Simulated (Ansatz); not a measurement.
# A frame of liquid (Cs,Li)Cl from 1500 K (108 atoms): geometry optimisation, part 2 of 3

Aim: bring a frame of liquid (Cs,Li)Cl from 1500 K (108 atoms) to a nearby minimum of the energy and see what moves.

Ansatz 0.2.0; Kohn-Sham DFT, PBE, PAW (set soft_2), plane waves.

The cell: 37 Cs, 17 Li and 54 Cl. The starting topology of bonds comes from the classical model. The ion parameters were fitted for water, not for melts. The Brillouin zone is sampled at Γ only, in a cell whose shortest periodic width is 19 Å. Spin–orbit coupling is left out.

So far. Step 2 (Single point at the start): The r.m.s. force component of 0.45 eV/Å and the pressure of 0.086 GPa set the starting point.

## (3) Relaxation

With the cell held, the atoms are moved downhill towards a nearby minimum.

File input.yaml:

```yaml
crystal:
  lattice:
    - [18.7257, 0.0, 0.0]
    - [0.0, 18.7257, 0.0]
    - [0.0, 0.0, 18.7257]
  atoms:
    [... the 108 atom lines of step 2 ...]
kpoints:
  mp_grid: { grid: [1, 1, 1] }
hamiltonian:
  xc: pbe
scf:
  occupations: { method: fixed }
output:
  forces: true
relax:
  f_tol: 0.03
  max_steps: 141
```

On the command line:

```sh
$ ansatz run input.yaml --threads 8 --pin off --max-ram 15872MiB --backend cpu --events-out ev --progress --plain --runs-dir out
```

Numbers of over 12 decimals in the logs are rounded to 6 here.

The program printed:

```text
[...]
Crystal: 108 atoms, lattice volume = 6566.201 Å³
Basis set: ecut = 420 eV, 128395 PW (Γ), exchange–correlation on 256×256×256 points (8 copies of the dense FFT grid, shifted against one another)
Bands: 489, of which v1, the nominal top of the filled ones, is band 381 counted from 1 (380 counted from 0)
Symmetry: 1 space group operations
[...]
k-points: 1
[...]
SCF iter   1: F=—  HF=-271769.189020 eV  |F-HF|=—  |Δ(HF+E_count)|=         —  Δρ=1.04e-3  dr2=3.41e-1  ethr=1.77e-3  ⟨swp⟩=6.0  Hψ=1721  notcnv=0  defer=106
[...]
SCF iter   6: F=-271769.072675 eV  HF=-271769.072675 eV  |F-HF|=1.71e-8  |Δ(HF+E_count)|=   3.34e-6  Δρ=2.85e-6  dr2=6.81e-7  ethr=1.75e-9  ⟨swp⟩=2.0  Hψ=1570  notcnv=0
SCF 1 converged in 6 iterations: F = -271769.072675 eV  dr2 = 6.81e-7
[...]
relax step   1: F+E_penalty+E_count = -271769.07267514 eV  Δ(F+E_penalty+E_count) = +0.000e0 eV  max|allowed force component| = 1.648e0 eV/Å  Δτ_max = 0.0000 Å  (6 SCF iters, dr2 threshold 2.25e-5 eV, accepted)
[...]
relax step   2: F+E_penalty+E_count = -271774.29112695 eV  Δ(F+E_penalty+E_count) = -5.218e0 eV  max|allowed force component| = 8.861e-1 eV/Å  Δτ_max = 0.1948 Å  (5 SCF iters, dr2 threshold 1.00e-4 eV, accepted)
[...]
relax step   3: F+E_penalty+E_count = -271777.90184761 eV  Δ(F+E_penalty+E_count) = -3.611e0 eV  max|allowed force component| = 5.100e-1 eV/Å  Δτ_max = 0.1985 Å  (5 SCF iters, dr2 threshold 4.91e-5 eV, accepted)
relax step   4: F+E_penalty+E_count = -271780.45254201 eV  Δ(F+E_penalty+E_count) = -2.551e0 eV  max|allowed force component| = 3.463e-1 eV/Å  Δτ_max = 0.1940 Å  (5 SCF iters, dr2 threshold 7.52e-5 eV, accepted)
relax step   5: F+E_penalty+E_count = -271781.92397751 eV  Δ(F+E_penalty+E_count) = -1.471e0 eV  max|allowed force component| = 2.447e-1 eV/Å  Δτ_max = 0.1986 Å  (6 SCF iters, dr2 threshold 3.97e-5 eV, accepted)
relax step   6: F+E_penalty+E_count = -271783.05005149 eV  Δ(F+E_penalty+E_count) = -1.126e0 eV  max|allowed force component| = 2.138e-1 eV/Å  Δτ_max = 0.1930 Å  (5 SCF iters, dr2 threshold 2.76e-5 eV, accepted)
relax step   7: F+E_penalty+E_count = -271783.83695059 eV  Δ(F+E_penalty+E_count) = -7.869e-1 eV  max|allowed force component| = 3.098e-1 eV/Å  Δτ_max = 0.1950 Å  (5 SCF iters, dr2 threshold 2.28e-5 eV, accepted)
relax step   8: F+E_penalty+E_count = -271784.32203145 eV  Δ(F+E_penalty+E_count) = -4.851e-1 eV  max|allowed force component| = 3.844e-1 eV/Å  Δτ_max = 0.1989 Å  (5 SCF iters, dr2 threshold 7.33e-5 eV, accepted)
relax step   9: F+E_penalty+E_count = -271784.65100513 eV  Δ(F+E_penalty+E_count) = -3.290e-1 eV  max|allowed force component| = 2.396e-1 eV/Å  Δτ_max = 0.1951 Å  (5 SCF iters, dr2 threshold 1.00e-4 eV, accepted)
relax step  10: F+E_penalty+E_count = -271784.94927057 eV  Δ(F+E_penalty+E_count) = -2.983e-1 eV  max|allowed force component| = 1.759e-1 eV/Å  Δτ_max = 0.1919 Å  (5 SCF iters, dr2 threshold 2.23e-5 eV, accepted)
relax step  11: F+E_penalty+E_count = -271785.26344216 eV  Δ(F+E_penalty+E_count) = -3.142e-1 eV  max|allowed force component| = 1.545e-1 eV/Å  Δτ_max = 0.2000 Å  (5 SCF iters, dr2 threshold 1.20e-5 eV, accepted)
relax step  12: F+E_penalty+E_count = -271785.59278564 eV  Δ(F+E_penalty+E_count) = -3.293e-1 eV  max|allowed force component| = 1.193e-1 eV/Å  Δτ_max = 0.1944 Å  (5 SCF iters, dr2 threshold 1.29e-5 eV, accepted)
relax step  13: F+E_penalty+E_count = -271785.86404135 eV  Δ(F+E_penalty+E_count) = -2.713e-1 eV  max|allowed force component| = 8.791e-2 eV/Å  Δτ_max = 0.1951 Å  (5 SCF iters, dr2 threshold 8.48e-6 eV, accepted)
relax step  14: F+E_penalty+E_count = -271786.12706397 eV  Δ(F+E_penalty+E_count) = -2.630e-1 eV  max|allowed force component| = 8.074e-2 eV/Å  Δτ_max = 0.1954 Å  (6 SCF iters, dr2 threshold 4.20e-6 eV, accepted)
relax step  15: F+E_penalty+E_count = -271786.38717510 eV  Δ(F+E_penalty+E_count) = -2.601e-1 eV  max|allowed force component| = 8.171e-2 eV/Å  Δτ_max = 0.1969 Å  (6 SCF iters, dr2 threshold 3.54e-6 eV, accepted)
relax step  16: F+E_penalty+E_count = -271786.61273349 eV  Δ(F+E_penalty+E_count) = -2.256e-1 eV  max|allowed force component| = 9.658e-2 eV/Å  Δτ_max = 0.1959 Å  (5 SCF iters, dr2 threshold 5.63e-6 eV, accepted)
relax step  17: F+E_penalty+E_count = -271786.81453998 eV  Δ(F+E_penalty+E_count) = -2.018e-1 eV  max|allowed force component| = 9.702e-2 eV/Å  Δτ_max = 0.1950 Å  (5 SCF iters, dr2 threshold 9.33e-6 eV, accepted)
relax step  18: F+E_penalty+E_count = -271787.02106811 eV  Δ(F+E_penalty+E_count) = -2.065e-1 eV  max|allowed force component| = 8.529e-2 eV/Å  Δτ_max = 0.1936 Å  (5 SCF iters, dr2 threshold 9.41e-6 eV, accepted)
relax step  19: F+E_penalty+E_count = -271787.20823893 eV  Δ(F+E_penalty+E_count) = -1.872e-1 eV  max|allowed force component| = 1.526e-1 eV/Å  Δτ_max = 0.1949 Å  (5 SCF iters, dr2 threshold 5.62e-6 eV, accepted)
relax step  20: F+E_penalty+E_count = -271787.37342704 eV  Δ(F+E_penalty+E_count) = -1.652e-1 eV  max|allowed force component| = 1.173e-1 eV/Å  Δτ_max = 0.1954 Å  (5 SCF iters, dr2 threshold 1.80e-5 eV, accepted)
[...]
relax step  33: F+E_penalty+E_count = -271788.53727030 eV  Δ(F+E_penalty+E_count) = -4.163e-2 eV  max|allowed force component| = 3.476e-2 eV/Å  Δτ_max = 0.1931 Å  (7 SCF iters, accepted)
relax step  34: F+E_penalty+E_count = -271788.57042509 eV  Δ(F+E_penalty+E_count) = -3.315e-2 eV  max|allowed force component| = 3.376e-2 eV/Å  Δτ_max = 0.1950 Å  (7 SCF iters, accepted)
relax step  35: F+E_penalty+E_count = -271788.59956508 eV  Δ(F+E_penalty+E_count) = -2.914e-2 eV  max|allowed force component| = 5.212e-2 eV/Å  Δτ_max = 0.1951 Å  (7 SCF iters, accepted)
[...]
relax step  38: F+E_penalty+E_count = -271788.64959950 eV  Δ(F+E_penalty+E_count) = -1.373e-2 eV  max|allowed force component| = 3.219e-2 eV/Å  Δτ_max = 0.1113 Å  (7 SCF iters, accepted)
relax step  39: F+E_penalty+E_count = -271788.66124848 eV  Δ(F+E_penalty+E_count) = -1.165e-2 eV  max|allowed force component| = 3.704e-2 eV/Å  Δτ_max = 0.1068 Å  (7 SCF iters, accepted)
[...]
relax step  43: F+E_penalty+E_count = -271788.78323657 eV  Δ(F+E_penalty+E_count) = -2.715e-2 eV  max|allowed force component| = 1.885e-1 eV/Å  Δτ_max = 0.1947 Å  (5 SCF iters, dr2 threshold 2.11e-5 eV, accepted)
relax step  44: F+E_penalty+E_count = -271788.80423910 eV  Δ(F+E_penalty+E_count) = -2.100e-2 eV  max|allowed force component| = 5.742e-2 eV/Å  Δτ_max = 0.0928 Å  (5 SCF iters, dr2 threshold 3.55e-5 eV, accepted)
relax step  45: F+E_penalty+E_count = -271788.81066770 eV  Δ(F+E_penalty+E_count) = -6.429e-3 eV  max|allowed force component| = 7.262e-2 eV/Å  Δτ_max = 0.0905 Å  (7 SCF iters, accepted)
relax step  46: F+E_penalty+E_count = -271788.82429894 eV  Δ(F+E_penalty+E_count) = -1.363e-2 eV  max|allowed force component| = 2.672e-2 eV/Å  Δτ_max = 0.0582 Å  (6 SCF iters, accepted)
relax step  47: F+E_penalty+E_count = -271788.83065076 eV  Δ(F+E_penalty+E_count) = -6.352e-3 eV  max|allowed force component| = 5.072e-2 eV/Å  Δτ_max = 0.0573 Å  (6 SCF iters, accepted)
relax step  48: F+E_penalty+E_count = -271788.83844633 eV  Δ(F+E_penalty+E_count) = -7.796e-3 eV  max|allowed force component| = 4.120e-2 eV/Å  Δτ_max = 0.1032 Å  (7 SCF iters, accepted)
relax step  49: F+E_penalty+E_count = -271788.84594587 eV  Δ(F+E_penalty+E_count) = -7.500e-3 eV  max|allowed force component| = 2.309e-2 eV/Å  Δτ_max = 0.1222 Å  (6 SCF iters, dr2 threshold 1.12e-6 eV, accepted)
relax step  50: F+E_penalty+E_count = -271788.84594593 eV  Δ(F+E_penalty+E_count) = -5.524e-8 eV  max|allowed force component| = 2.308e-2 eV/Å  Δτ_max = 0.0000 Å  (2 SCF iters, accepted)
relax step  51: F+E_penalty+E_count = -271788.85685716 eV  Δ(F+E_penalty+E_count) = -1.091e-2 eV  max|allowed force component| = 2.911e-2 eV/Å  Δτ_max = 0.1832 Å  (7 SCF iters, accepted)
relax step  52: F+E_penalty+E_count = -271788.87425899 eV  Δ(F+E_penalty+E_count) = -1.740e-2 eV  max|allowed force component| = 3.513e-2 eV/Å  Δτ_max = 0.1914 Å  (7 SCF iters, accepted)
relax step  53: F+E_penalty+E_count = -271788.89982134 eV  Δ(F+E_penalty+E_count) = -2.556e-2 eV  max|allowed force component| = 3.585e-2 eV/Å  Δτ_max = 0.1976 Å  (6 SCF iters, dr2 threshold 1.23e-6 eV, accepted)
relax step  54: F+E_penalty+E_count = -271788.92665098 eV  Δ(F+E_penalty+E_count) = -2.683e-2 eV  max|allowed force component| = 3.484e-2 eV/Å  Δτ_max = 0.1938 Å  (6 SCF iters, dr2 threshold 1.29e-6 eV, accepted)
relax step  55: F+E_penalty+E_count = -271788.94731587 eV  Δ(F+E_penalty+E_count) = -2.066e-2 eV  max|allowed force component| = 6.569e-2 eV/Å  Δτ_max = 0.1904 Å  (6 SCF iters, dr2 threshold 1.15e-6 eV, accepted)
relax step  56: F+E_penalty+E_count = -271788.97069039 eV  Δ(F+E_penalty+E_count) = -2.337e-2 eV  max|allowed force component| = 3.138e-2 eV/Å  Δτ_max = 0.1943 Å  (5 SCF iters, dr2 threshold 4.08e-6 eV, accepted)
relax step  57: F+E_penalty+E_count = -271788.98936355 eV  Δ(F+E_penalty+E_count) = -1.867e-2 eV  max|allowed force component| = 3.736e-2 eV/Å  Δτ_max = 0.1365 Å  (7 SCF iters, accepted)
relax step  58: F+E_penalty+E_count = -271789.00545567 eV  Δ(F+E_penalty+E_count) = -1.609e-2 eV  max|allowed force component| = 4.260e-2 eV/Å  Δτ_max = 0.1882 Å  (7 SCF iters, accepted)
relax step  59: F+E_penalty+E_count = -271789.01707958 eV  Δ(F+E_penalty+E_count) = -1.162e-2 eV  max|allowed force component| = 2.422e-2 eV/Å  Δτ_max = 0.1204 Å  (5 SCF iters, dr2 threshold 1.81e-6 eV, accepted)
[...]
relax step  60: F+E_penalty+E_count = -271789.01707984 eV  Δ(F+E_penalty+E_count) = -2.565e-7 eV  max|allowed force component| = 2.416e-2 eV/Å  Δτ_max = 0.0000 Å  (3 SCF iters, accepted)
SCF converged after 3 iterations
Free energy (F): -271789.017080 eV
[...]
Internal energy: -271789.017080 eV  (E = F + TS)
E sigma→0 (E₀):  -271789.017080 eV
Fermi energy:    -1.294281 eV
[...]
--- Forces (eV/Å), atoms counted from 1 ---
  atom   1  Cs    -0.00266182    -0.00071508    -0.00358726
  atom   2  Cs    -0.00293488    -0.00487435    -0.00234211
  atom   3  Cs    -0.01056091    -0.01046553    -0.00471119
  atom   4  Cs    -0.01203009    -0.00713414     0.00382996
  atom   5  Cs    -0.00407042     0.00028272     0.00520003
  atom   6  Cs    -0.00525583     0.00392151     0.00504912
  atom   7  Cs     0.00242443     0.00292439    -0.00022817
  atom   8  Cs     0.00046512     0.00200563     0.00617678
  atom   9  Cs    -0.00004227    -0.00357789    -0.00144379
  atom  10  Cs    -0.00908099     0.00858711     0.00824856
  atom  11  Cs    -0.00240028    -0.00437725     0.00059360
  atom  12  Cs    -0.00420966     0.00484069     0.00854537
  atom  13  Cs    -0.00031160    -0.00045096    -0.00186302
  atom  14  Cs    -0.00603411     0.00681498    -0.00496821
[...]
atom 107  Cl    -0.00932272     0.00714436    -0.00020390
  atom 108  Cl     0.01367255     0.00826528     0.00293336
  max |Σ_I F_I| component: 3.89e-5 eV/Å
--- Relaxed structure (60 steps of the walk, 60 accepted, 0 SCFs on fresh bases) ---
  F+E_penalty+E_count = -271789.01707984 eV   max|allowed force component| = 2.416e-2 eV/Å
  atoms:
    - { symbol: Cs, position: [0.882505, 0.574786, 0.140672] }
    - { symbol: Cs, position: [0.823450, 0.837724, 0.138030] }
    - { symbol: Cs, position: [0.142355, 0.630523, 0.656026] }
    - { symbol: Cs, position: [-0.013766, 0.661457, 0.872746] }
[...]
- { symbol: Cl, position: [1.014220, 0.642899, 0.527684] }
```

Run time: 24 min. Hardware: 8 threads of Arm Neoverse V2, shared host; peak memory 7.3 GiB.

Relaxation path (22 of 60):

```
step  energy less that of the first step (eV)  largest force component (eV/Å)
   1                                   0.0000                          1.6478
   4                                 -11.3799                          0.3463
   7                                 -14.7643                          0.3098
   9                                 -15.5783                          0.2396
  12                                 -16.5201                          0.1193
  15                                 -17.3145                          0.0817
  18                                 -17.9484                          0.0853
  21                                 -18.4354                          0.1806
  23                                 -18.6962                          0.0732
  26                                 -18.9981                          0.0629
  29                                 -19.2737                          0.0540
  32                                 -19.4230                          0.0404
  35                                 -19.5269                          0.0521
  38                                 -19.5769                          0.0322
  40                                 -19.6069                          0.0456
  43                                 -19.7106                          0.1885
  46                                 -19.7516                          0.0267
  49                                 -19.7733                          0.0231
  52                                 -19.8016                          0.0351
  54                                 -19.8540                          0.0348
  57                                 -19.9167                          0.0374
  60                                 -19.9444                          0.0242
```

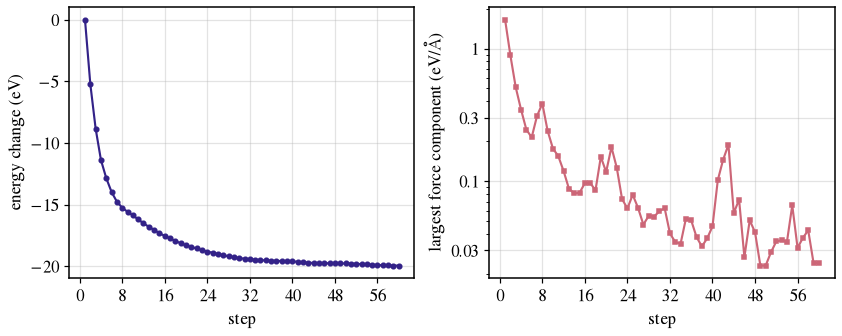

Energy and largest force along the relaxation.

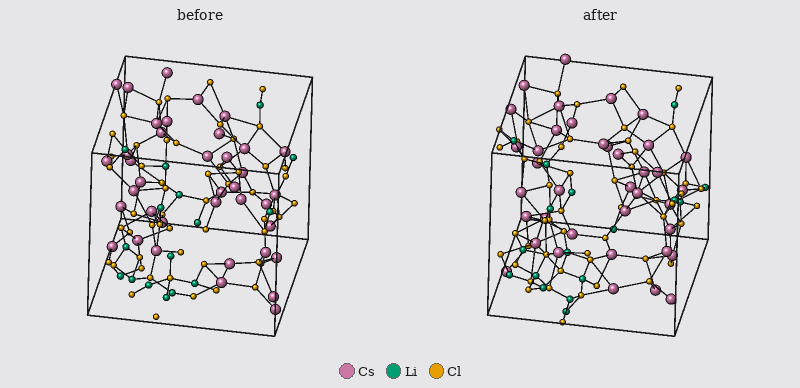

The structure before and after the relaxation, drawn at the same scale. Bonds to atoms that aren't drawn are left out.

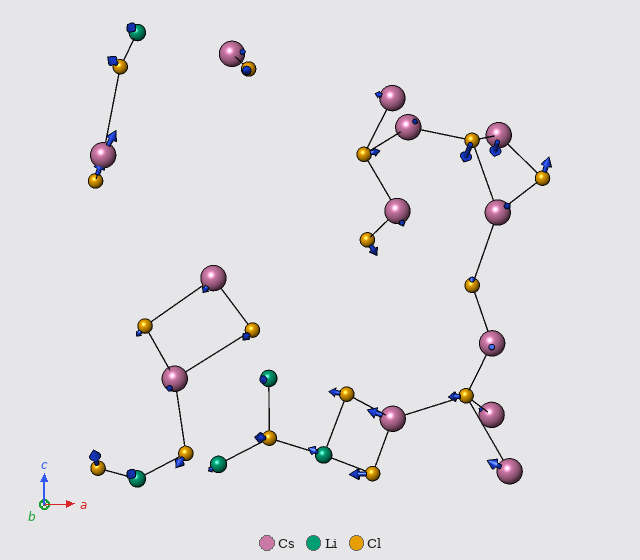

Displacements in the relaxation, scaled; the longest in the cell stands for 3.66 Å. Drawn is a slice 7 Å thick, seen along the normal of the ac plane.

The atoms that moved most (Å):

```
 atom      dx      dy      dz  length
 Cl95  -0.635   2.686  -2.408   3.663
 Li50   1.693  -2.544  -1.717   3.505
 Cs13   1.430   0.819   2.814   3.261
 Cl72  -0.861  -1.083   2.817   3.138
 Cs28  -0.237   2.253  -2.015   3.032
 Cl56   0.491   1.170   2.564   2.860
Cl108   1.837  -1.215  -1.438   2.630
 Cl69  -1.477  -1.536   1.539   2.629
```

The relaxation changed the energy by -185 meV/atom, and atoms moved by 1.6 Å r.m.s., 3.7 Å at most.

## (4) Distances and neighbours after relaxation

Bonds before and after, by the cutoffs listed below:

```
 pair  bonds before  bonds after  mean before (Å)  mean after (Å)  spread before (Å)  spread after (Å)
Cl-Cs           138          170            3.432           3.532              0.355             0.172
Cl-Li            53           57            2.544           2.360              0.200             0.092
```

Density 1.76 g/cm³, 60.80 Å³ an atom.

g(r), total and by pair (bins of 0.2 Å):

```
r (Å)  total  Cl-Cl  Cl-Cs  Cl-Li  Cs-Cs  Cs-Li  Li-Li
 2.10   0.19   0.00   0.00   1.21   0.00   0.00   0.00
 2.30   2.78   0.00   0.00  17.65   0.00   0.00   0.00
 2.50   1.58   0.00   0.00   9.99   0.00   0.00   0.00
 2.70   0.06   0.00   0.00   0.40   0.00   0.00   0.00
 2.90   0.10   0.00   0.00   0.00   0.00   0.00   4.16
 3.10   0.10   0.00   0.00   0.00   0.00   0.00   3.89
 3.30   1.48   0.00   4.32   0.00   0.00   0.00   0.00
 3.50   3.21   0.14   9.25   0.00   0.00   0.00   0.00
 3.70   1.70   1.17   3.26   0.00   0.00   0.90   7.78
 3.90   1.38   3.16   0.79   0.36   0.00   1.65   3.58
 4.10   1.16   2.47   0.24   0.34   0.00   2.73   4.28
 4.30   0.66   0.88   0.07   0.62   0.41   2.02   1.94
 4.50   1.06   1.60   0.26   0.98   1.12   1.66   4.42
 4.70   0.73   1.07   0.06   0.65   1.54   1.32   0.81
 4.90   1.01   0.83   0.33   1.18   3.04   1.23   0.73
 5.10   0.90   0.76   0.30   1.44   2.08   1.27   0.00
 5.30   0.90   0.96   0.37   1.43   0.68   1.62   1.95
 5.50   1.17   1.07   0.61   1.41   2.52   1.37   1.19
 5.70   1.11   1.16   0.56   1.68   1.64   1.03   2.78
 5.90   1.21   1.65   0.90   1.31   1.54   0.72   1.04
 6.10   1.07   0.96   0.64   2.15   1.23   1.01   0.96
 6.30   1.08   1.40   0.99   1.57   0.87   0.20   0.45
 6.50   1.02   1.27   1.24   0.74   1.00   0.20   0.85
 6.70   1.06   0.83   1.43   1.01   0.95   0.65   1.22
 6.90   1.05   1.09   1.32   0.84   0.96   0.26   2.27
 7.10   1.07   1.15   1.34   0.96   0.76   0.49   1.08
 7.30   1.05   0.94   1.35   1.06   0.51   0.78   1.69
 7.50   1.02   0.89   1.16   1.06   0.61   1.11   1.59
```

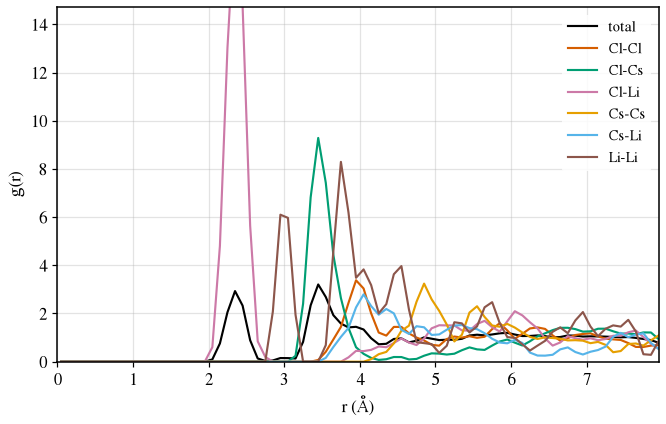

Pair distribution functions, lightly smoothed, with peaks cut at 14.

Bonds by pair of elements; cutoffs follow the first minimum of g(r), held within bounds set by covalent radii, and pairs that aren't listed don't count as bonded:

```
pair A-B  cutoff (Å)  bonds  mean length (Å)  spread (Å)  shortest (Å)  B about A  A about B
   Cl-Cs        4.33    170             3.53       0.172          3.23       3.15       4.59
   Cl-Li        3.02     57             2.36       0.092          2.16       1.06       3.35
```

How many atoms have how many bonded neighbours:

```
element  mean  2  3   4   5  6
     Cl  4.20  0  7  30  16  1
     Cs  4.59  0  2  15  16  4
     Li  3.35  1  9   7   0  0
```

Bond angles (no mean is given where the spread exceeds 20°):

```
   angle  count  mean (°)  spread (°)
Cl-Cs-Cl    316         -           -
Cs-Cl-Cs    217         -           -
Cs-Cl-Li    130         -           -
Cl-Li-Cl     70       114        11.7
Li-Cl-Li     29         -           -
```

Bond length by coordination (bonds to H left out):

```
element  coordination  atoms  mean bond length (Å)
     Cl             3      7                  3.06
     Cl             4     30                  3.23
     Cl             5     16                  3.27
     Cl             6      1                  3.58
     Cs             3      2                  3.38
     Cs             4     15                  3.45
     Cs             5     16                  3.57
     Cs             6      4                  3.65
     Li             2      1                  2.17
     Li             3      9                  2.30
     Li             4      7                  2.43
```

First main peaks of g(r), for some of the pairs, lie near 4.0 Å (Cl-Cl), 3.4 Å (Cl-Cs), 2.3 Å (Cl-Li), 4.9 Å (Cs-Cs) and 4.1 Å (Cs-Li). With the cutoffs above, 56 % of Cl atoms have 4, 43 % of Cs atoms have 5 and 53 % of Li atoms have 3 bonded neighbours.

(Part 2 of 3 ends here.)

[Logs are printed without paths, hosts, clocks, repeated set-up lines and the standing remarks that a program may print on its own settings, such as how far it seeks lower states.]

[Hosts, paths, dates, database ids (printed as entryN), source tags and the programs' standing remarks are cut or masked in the printed files.]
